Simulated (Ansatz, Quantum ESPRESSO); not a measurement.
# Work function of Ag(110), 7 layers, part 2 of 6

Aim: the work function of each face of Ag(110), 7 layers, and how it moves with functional, pseudopotentials and boundary condition.

Quantum ESPRESSO 7.5; plane-wave DFT, PBE, GBRV ultrasoft pseudopotentials; cross-check by Ansatz 0.2.0 with PAW datasets.

So far. Step 2 (Relaxation with pw.x): The relaxation lowers the energy by 4 meV an atom. On the free atoms the largest force ends at 0.006 eV/Å.

## 3. Ground state

The work function is the vacuum level less the Fermi level, so the run needs a vacuum wide enough for a flat potential.

Input file scf.in:

```
&control
  prefix = 'scf'
  outdir = './out'
  pseudo_dir = './pseudo'
  calculation = 'scf'
  tprnfor = .true.
/
&system
  ibrav = 0
  nat = 7
  ntyp = 1
  ecutwfc = 40
  ecutrho = 200
  occupations = 'smearing'
  smearing = 'mv'
  degauss = 0.02
/
&electrons
  conv_thr = 1e-07
  mixing_beta = 0.4
  electron_maxstep = 120
  mixing_mode = 'local-TF'
/
ATOMIC_SPECIES
  Ag  107.8682  ag_pbe_v1.4.uspp.F.UPF
CELL_PARAMETERS angstrom
  4.09000000000000 0.00000000000000 0.00000000000000
  0.00000000000000 2.89206673505298 0.00000000000000
  0.00000000000000 0.00000000000000 24.67620020515894
ATOMIC_POSITIONS crystal
  Ag  0.000000000000 0.000000000000 0.322941719500
  Ag  0.500000000000 0.500000000000 0.378825961200
  Ag  0.000000000000 0.000000000000 0.441399674400
  Ag  0.500000000000 0.500000000000 0.500000000000
  Ag  0.000000000000 0.000000000000 0.558600325600
  Ag  0.500000000000 0.500000000000 0.621174038800
  Ag  0.000000000000 0.000000000000 0.677058280500
K_POINTS automatic
  8 8 1 0 0 0
```

Launch:

```console
$ OMP_NUM_THREADS=1 mpirun -n 4 pw.x -nk 4 -in scf.in > scf.out
```

What it wrote:

```text
[banner, memory and clock lines left out]
Program PWSCF v.7.5 starts
[citation notice left out]

[...]
Message from routine setup:
[...]
bravais-lattice index     =            0
     lattice parameter (alat)  =       7.7290  a.u.
     unit-cell volume          =    1969.7291 (a.u.)^3
     number of atoms/cell      =            7
     number of atomic types    =            1
     number of electrons       =       133.00
     number of Kohn-Sham states=           80
     kinetic-energy cutoff     =      40.0000  Ry
     charge density cutoff     =     200.0000  Ry
     scf convergence threshold =      1.0E-07
     mixing beta               =       0.4000
     number of iterations used =            8  local-TF  mixing
     Exchange-correlation=  SLA  PW   PBX  PBC
                           (   1   4   3   4   0   0   0)

[...]
PseudoPot. # 1 for Ag read from file:
     ./pseudo/ag_pbe_v1.4.uspp.F.UPF
     Pseudo is Ultrasoft + core correction, Zval = 19.0
     Generated by new atomic code, or converted to UPF format
     Using radial grid of  887 points,  6 beta functions with:
                l(1) =   0
                l(2) =   0
                l(3) =   1
                l(4) =   1
                l(5) =   2
                l(6) =   2
     Q(r) pseudized with  6 coefficients,  rinner =    1.300   1.300   1.300
                                                       1.300   1.300

     atomic species   valence    mass     pseudopotential
     Ag               19.00   107.86820     Ag( 1.00)

      8 Sym. Ops., with inversion, found

[...]
number of k points=    25  Marzari-Vanderbilt smearing, width (Ry)=  0.0200
[...]
Dense  grid:    94179 G-vectors     FFT dimensions: (  36,  25, 216)

     Smooth grid:    67079 G-vectors     FFT dimensions: (  32,  24, 192)

     Initial potential from superposition of free atoms

     starting charge     129.4997, renormalised to     133.0000

     negative rho (up, down):  4.519E-03 0.000E+00
     Starting wfcs are   91 randomized atomic wfcs

     per-process dynamical memory:   142.6 Mb

     Self-consistent Calculation

     iteration #  1     ecut=    40.00 Ry     beta= 0.40
     Davidson diagonalization with overlap
     ethr =  1.00E-02,  avg # of iterations =  6.5

     negative rho (up, down):  4.747E-02 0.000E+00

     total energy              =   -2069.23318565 Ry
     estimated scf accuracy    <      11.46460428 Ry

     iteration #  2     ecut=    40.00 Ry     beta= 0.40
[...]
negative rho (up, down):  6.799E-02 0.000E+00

[...]
total energy              =   -2068.93853235 Ry
     estimated scf accuracy    <       2.23202478 Ry

     iteration #  3     ecut=    40.00 Ry     beta= 0.40
[...]
negative rho (up, down):  6.550E-02 0.000E+00

[...]
total energy              =   -2069.25716810 Ry
     estimated scf accuracy    <       0.04385139 Ry

     iteration #  4     ecut=    40.00 Ry     beta= 0.40
[...]
negative rho (up, down):  5.588E-02 0.000E+00

[...]
total energy              =   -2069.25497064 Ry
     estimated scf accuracy    <       0.01858602 Ry

     iteration #  5     ecut=    40.00 Ry     beta= 0.40
[...]
negative rho (up, down):  5.039E-02 0.000E+00

[...]
total energy              =   -2069.25504063 Ry
     estimated scf accuracy    <       0.00673816 Ry

     iteration #  6     ecut=    40.00 Ry     beta= 0.40
[...]
negative rho (up, down):  3.181E-02 0.000E+00

[...]
total energy              =   -2069.25215612 Ry
     estimated scf accuracy    <       0.00576130 Ry

[...]
iteration # 11     ecut=    40.00 Ry     beta= 0.40
[...]
negative rho (up, down):  3.481E-03 0.000E+00

[...]
total energy              =   -2069.25044737 Ry
     estimated scf accuracy    <       0.00002767 Ry

     iteration # 12     ecut=    40.00 Ry     beta= 0.40
[...]
negative rho (up, down):  3.594E-03 0.000E+00

[...]
total energy              =   -2069.25044825 Ry
     estimated scf accuracy    <       0.00000553 Ry

     iteration # 13     ecut=    40.00 Ry     beta= 0.40
[...]
negative rho (up, down):  3.676E-03 0.000E+00

[...]
total energy              =   -2069.25044833 Ry
     estimated scf accuracy    <       0.00000083 Ry

     iteration # 14     ecut=    40.00 Ry     beta= 0.40
[...]
negative rho (up, down):  3.661E-03 0.000E+00

[...]
End of self-consistent calculation

          k = 0.0000 0.0000 0.0000 (  8489 PWs)   bands (ev):

   -87.2845 -87.2622 -87.2615 -87.2539 -87.2533 -86.9691 -86.9691 -50.8099
   -50.7710 -50.7696 -50.7589 -50.7476 -50.7295 -50.7243 -50.7148 -50.7086
   -50.7055 -50.6954 -50.6897 -50.6849 -50.6814 -50.6745 -50.4393 -50.4393
   -50.4353 -50.4352 -50.4292 -50.4291  -2.6422  -1.7624  -1.5073  -1.3077
    -1.2094  -0.9225  -0.8257  -0.7516  -0.4912  -0.3663  -0.2964  -0.1494
    -0.1000   0.0303   0.0708   0.0710   0.1201   0.3260   0.3838   0.4115
     0.4392   0.6093   0.6594   0.7047   0.8666   0.9143   1.0071   1.0697
     1.0745   1.1344   1.1964   1.4133   1.5447   1.6196   1.6775   1.7930
     1.8641   1.9037   3.2609   4.9994   6.9699   6.9941   7.9160   8.5368
     8.7584   8.8105  10.5096  10.5276  10.7742  11.5138  11.9704  12.7233

          k = 0.0000 0.1768 0.0000 (  8475 PWs)   bands (ev):

   -87.2833 -87.2610 -87.2606 -87.2535 -87.2528 -86.9683 -86.9683 -50.8043
   -50.7722 -50.7657 -50.7619 -50.7458 -50.7338 -50.7289 -50.7172 -50.7155
   -50.7093 -50.7035 -50.6951 -50.6881 -50.6869 -50.6867 -50.4413 -50.4413
   -50.4381 -50.4380 -50.4352 -50.4351  -2.3292  -1.5018  -1.3151  -1.1833
    -1.0088  -0.7807  -0.6763  -0.6549  -0.5746  -0.5067  -0.2410  -0.2293
    -0.2085  -0.0863  -0.0694   0.0898   0.1446   0.1500   0.2568   0.4002
     0.5082   0.6239   0.7829   0.8500   0.9400   0.9437   0.9650   1.0688
     1.1053   1.2404   1.2435   1.3392   1.4920   1.5015   1.6113   1.7704
     1.8991   1.9305   3.5000   5.3215   7.2838   7.6953   8.2001   9.0502
     9.0610   9.1124  10.8240  10.9080  11.0589  11.5759  12.0603  12.8604

[...]
the Fermi energy is     4.6676 ev

!    total energy              =   -2069.25044846 Ry
     estimated scf accuracy    <       0.00000002 Ry
     smearing contrib. (-TS)   =       0.00059727 Ry
     internal energy E=F+TS    =   -2069.25104573 Ry

     The total energy is F=E-TS. E is the sum of the following terms:
     one-electron contribution =  -14950.86780909 Ry
     hartree contribution      =    7482.29840221 Ry
     xc contribution           =    -202.75512472 Ry
     ewald contribution        =    5602.07348587 Ry

     convergence has been achieved in  14 iterations

     negative rho (up, down):  3.661E-03 0.000E+00

     Forces acting on atoms (cartesian axes, Ry/au):

     atom    1 type  1   force =     0.00000000    0.00000000   -0.00006543
     atom    2 type  1   force =     0.00000000    0.00000000    0.00022409
     atom    3 type  1   force =     0.00000000    0.00000000   -0.00558405
     atom    4 type  1   force =     0.00000000    0.00000000    0.00000000
     atom    5 type  1   force =     0.00000000    0.00000000    0.00558405
     atom    6 type  1   force =     0.00000000    0.00000000   -0.00022409
     atom    7 type  1   force =     0.00000000    0.00000000    0.00006543

     Total force =     0.007904     Total SCF correction =     0.001319
     SCF correction compared to forces is large: reduce conv_thr to get better values

[...]
```

The job ended after 3.8 min (4 MPI ranks of Arm Neoverse N1, shared host; peak memory 0.99 GiB; 15 min of CPU time).

The program's own clock; routines nest. Time by routine:

```
     routine  wall time (s)  calls
       PWSCF          228.6      1
   electrons          220.8      1
     c_bands          183.5     14
     cegterg            173     98
       h_psi            102    576
        fftw           81.4  44840
    vloc_psi          75.99    576
    sum_band          23.53     14
      calbec          18.81    702
  add_vuspsi          12.53    576
       s_psi          12.41    576
h_psi:calbec          12.38    576
     mix_rho          10.02     14
        ffts           5.79   1628
```

The run needed 14 iterations to bring the estimated error under 1e-07 Ry; the largest force on any atom, held or free, is 0.14 eV/Å.

## 4. Electrostatic potential

plot_num = 11 writes the bare and Hartree potential. It leaves out exchange and correlation, which fade slowly, so it flattens close to the surface.

Input file pot.in:

```
&inputpp
  prefix = 'scf'
  outdir = './out'
  filplot = 'pot.dat'
  plot_num = 11
/
```

Launch:

```console
$ OMP_NUM_THREADS=1 mpirun -n 4 pp.x -in pot.in > pot.out
```

What it wrote:

```text
[banner, memory and clock lines left out]
Program POST-PROC v.7.5 starts

          URL

     ./out/scf.save/

     IMPORTANT: XC functional enforced from input :
     Exchange-correlation= PBE
                           (   1   4   3   4   0   0   0)
     Any further DFT definition will be discarded
     Please, verify this is what you really want

     negative rho (up, down):  3.661E-03 0.000E+00

     Calling punch_plot, plot_num =  11
     Writing data to file  pot.dat
     Message from routine chdens:
     namelist plot not found or invalid, exiting
```

Elapsed: 1.1 s, on 4 MPI ranks; peak memory 0.11 GiB; 4.2 s of CPU time.

Numbers from this step:

| Quantity | Value |
| --- | --- |
| work function of the upper face | 4.154 eV |
| slope of the potential above | 2.37e-4 eV/Å |
| upper vacuum line continued to the top atoms, over the Fermi level | 4.153 eV |
| work function of the lower face | 4.154 eV |
| slope of the potential below | -1.70e-4 eV/Å |
| lower vacuum line continued to the bottom atoms, over the Fermi level | 4.154 eV |

The potential energy, planar mean oscillates, so the rows of the table below give means over windows of 1.49 Å about each position, cut where the curve ends. Its maxima inside the range that stand out by 2 % of the span (Å: eV): 8.7: -5.65, 10.2: -3.73, 11.7: -4.87, 13.0: -4.87, 14.5: -3.73, 16.0: -5.65. Its minima: 8.0: -12.7, 9.4: -13.1, 10.9: -12.9, 12.3: -13.1, 13.8: -12.9, 15.3: -13.1, 16.7: -12.7.

Electrostatic potential energy of an electron; zero at the Fermi level. The potential energy, planar mean by z; means over each step:

| z (Å) | potential energy, planar mean (eV) |
| --- | --- |
| 0.74 | 4.15 |
| 2.23 | 4.15 |
| 3.72 | 4.15 |
| 5.21 | 4.11 |
| 6.70 | 2.17 |
| 8.19 | -8.68 |
| 9.68 | -8.29 |
| 11.17 | -8.72 |
| 12.66 | -8.84 |
| 14.15 | -8.19 |
| 15.64 | -9.19 |
| 17.13 | -5.47 |
| 18.62 | 3.81 |
| 20.11 | 4.15 |
| 21.60 | 4.15 |
| 23.09 | 4.15 |

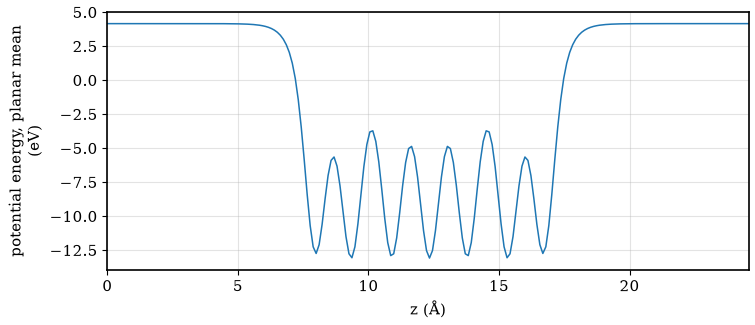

Potential energy, planar mean, plotted against z.

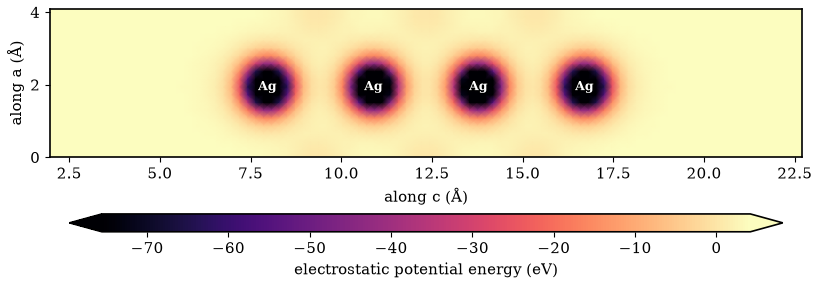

Electrostatic potential energy in the ca plane at fractional y = 0.000, with atoms of Ag within 0.2 Å of it. With pseudopotentials it is smooth inside the atoms' cores, unlike the true potential. The map starts off the cell's origin, so that atoms lie inside it. The far vacuum is left out of the map.

The vacuum is flat to 0.2 meV/Å, so its level is well defined. Inside the slab the curve depends on the local part of the pseudopotentials; only the vacuum level has a meaning of its own.

## 5. Macroscopic average

A running mean over one period damps the atomic wiggles and leaves the mean of this pseudopotential's potential.

Input file avg.in:

```
1
pot.dat
1.0
683
3
2.7326070317
```

Launch:

```console
$ OMP_NUM_THREADS=1 average.x < avg.in > avg.out
```

What it wrote:

```text
[banner, memory and clock lines left out]
Program AVERAGE v.7.5 starts

          URL

     Reading header from file  pot.dat
     Reading data from file  pot.dat
     Output written to file avg.dat

[...]
```

The job ended after 0.62 s (1 MPI rank; peak memory 0.1 GiB).

This step gave:

- average.x's running mean inside the slab, on the run's own zero: -3.937 eV
- mean potential by an exact Fourier window inside the slab, on the run's own zero: -3.938 eV

The potential energy (planar mean) oscillates, so the rows of the table below give means over windows of 1.48 Å about each position, cut where the curve ends. Its maxima inside the range that stand out by 2 % of the span (Å: eV): 8.6: -5.64, 10.1: -3.65, 11.6: -4.83, 13.1: -4.83, 14.6: -3.65, 16.0: -5.64. Its minima: 8.0: -12.7, 9.3: -13.1, 10.9: -13.0, 12.4: -13.1, 13.8: -13.0, 15.3: -13.1, 16.7: -12.8.

Electrostatic potential energy of an electron; zero at the Fermi level; window 1.4460 Å. Table of potential energy by z; means over each step:

```csv
z (Å),planar mean (eV),running mean (eV)
0.74,4.15,4.15
2.22,4.15,4.15
3.70,4.15,4.15
5.18,4.11,4.09
6.66,2.43,1.50
8.14,-8.54,-8.07
9.62,-8.38,-8.47
11.10,-8.68,-8.62
12.58,-8.81,-8.85
14.06,-8.28,-8.31
15.54,-9.04,-8.95
17.02,-6.39,-5.52
18.50,3.68,3.33
19.98,4.14,4.13
21.46,4.15,4.15
22.94,4.15,4.15
24.42,4.15,4.15
```

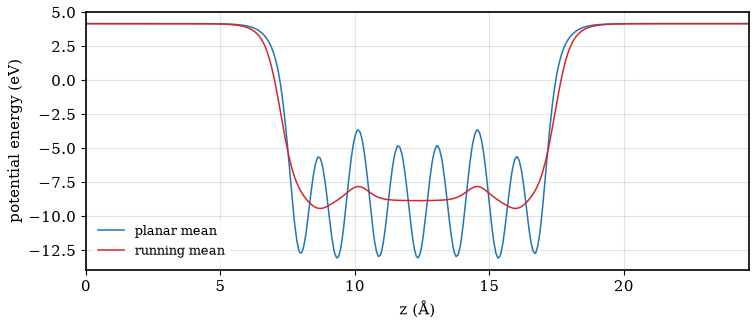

Potential energy against z.

Where the running mean is not flat inside, average.x's window, rounded to the grid, doesn't match the spacings there.

## 6. Density by pp.x

The density shows how far the electrons spill into the vacuum.

Input file rho.in:

```
&inputpp
  prefix = 'scf'
  outdir = './out'
  filplot = 'rho.dat'
  plot_num = 0
/
```

Launch:

```console
$ OMP_NUM_THREADS=1 mpirun -n 4 pp.x -in rho.in > rho.out
```

What it wrote:

```text
[banner, memory and clock lines left out]
Program POST-PROC v.7.5 starts

          URL

     ./out/scf.save/

     IMPORTANT: XC functional enforced from input :
     Exchange-correlation= PBE
                           (   1   4   3   4   0   0   0)
     Any further DFT definition will be discarded
     Please, verify this is what you really want

     negative rho (up, down):  3.661E-03 0.000E+00

     Calling punch_plot, plot_num =   0
     Writing data to file  rho.dat
     Message from routine chdens:
     namelist plot not found or invalid, exiting
```

Wall time 1.1 s (4 MPI ranks); peak memory 0.11 GiB; 4.2 s of CPU time.

This step gave:

| Quantity | Value |
| --- | --- |
| electrons by integration | 133.0 e |

The valence density, planar mean oscillates, so the rows of the table below give means over windows of 1.49 Å about each position, cut where the curve ends. Its maxima inside the range that stand out by 2 % of the span (Å: e/Å³): 8.0: 1.53, 9.4: 1.55, 10.9: 1.55, 12.3: 1.56, 13.8: 1.55, 15.3: 1.55, 16.7: 1.53. Its minima: 8.7: 0.632, 10.2: 0.458, 11.7: 0.553, 13.0: 0.553, 14.5: 0.458, 16.0: 0.632.

Mean over planes. Table of valence density, planar mean by z; means over each step:

```
z (Å)  valence density, planar mean (e/Å³)
 3.72                               3.9e-5
 5.21                              0.00144
 6.70                                0.115
 8.19                                 1.11
 9.68                                 1.05
11.17                                 1.10
12.66                                 1.11
14.15                                 1.05
15.64                                 1.15
17.13                                0.841
18.62                               0.0131
20.11                               2.9e-4
21.60                               8.3e-6
```

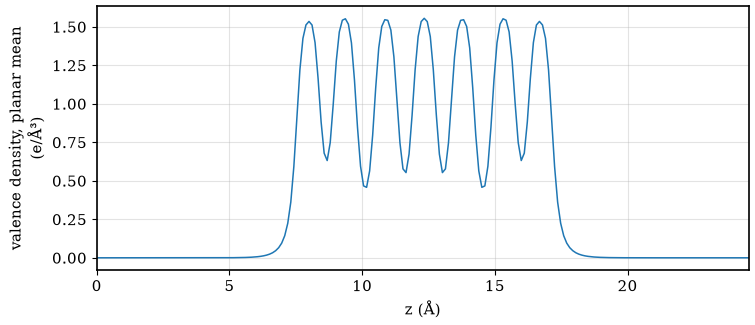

Valence density, planar mean, plotted against z.

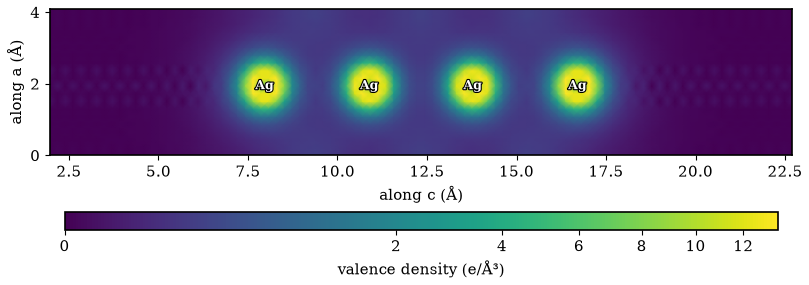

Valence density in the ca plane at fractional y = 0.000, with atoms of Ag within 0.2 Å of it. It is the smooth field of the valence electrons, not physical close to the nuclei. The map starts off the cell's origin, so that atoms lie inside it. The colour scale is stretched toward low values. The far vacuum is left out of the map.

The density integrates to 133.000 electrons, as the 133 of the input ask.

(Continued in part 3 of 6.)

[Logs are printed without paths, hosts, clocks, repeated set-up lines and the standing remarks that a program may print on its own settings, such as how far it seeks lower states.]

[Hosts, paths, dates, database ids (printed as entryN), source tags and the programs' standing remarks are cut or masked in the printed files.]

[Maps of the electrostatic potential energy from Ansatz leave out the sawtooth potential of an applied field or a dipole correction, so their vacuum need not be flat; planar profiles and work functions include it.]
